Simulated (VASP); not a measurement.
Band structure of C (graphite). These are PBE GGA with D3 dispersion (Becke-Johnson damping), VASP's PBE PAW potentials (set 64) (plane waves; VASP) values and carry that method's errors.

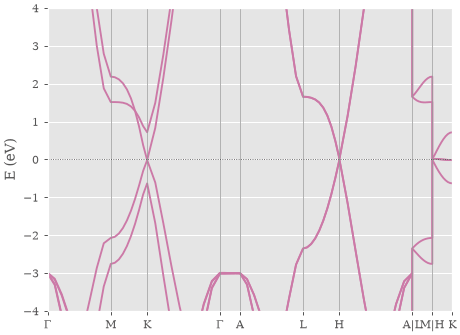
*Bands along high-symmetry lines, zero at the valence-band maximum or, without a gap, the Fermi level*

Question: Read the plot: is there a gap, and where are the band edges?

Answer: It has no gap at this level: it comes out as a metal or semimetal. (Edges off the drawn lines would not show.)

The compound is C in the graphite structure. It was relaxed first.
